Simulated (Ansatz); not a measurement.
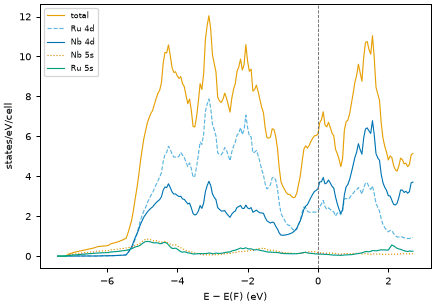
*Total and projected density of states of NbRu in space group P2/m (No. 10; Nb on 2m, Nb on 1a, Ru on 1e, Ru on 2n), PBE in the plane-wave PAW code Ansatz*

Task: Which orbitals carry the states next to the Fermi level?

Result: Within 0.5 eV of the Fermi level: Nb 4d 53 %, Ru 4d 39 %. Projections are on Löwdin-orthogonalised atomic valence shells; empty p or d shells of many metals are not among them.

Task: Where is the tallest occupied peak in this window, and what makes it?

Result: Near -3.1 eV, about 12 states/eV per cell; the largest projected share is Ru 4d.

The start of the workflow was typed in or built on a structure type; neither database checked (COD, Materials Project) lists it. COD files the formula under space group No. 123, 221. Whether it is the stable phase at ambient conditions was not checked. The PBE relaxation kept the symmetry of its start; whether a distortion lowers the energy is not shown. No spin polarisation was allowed. Spin–orbit coupling is left out wherever it is not named.

Potentials: the earlier of the program's two PAW sets.
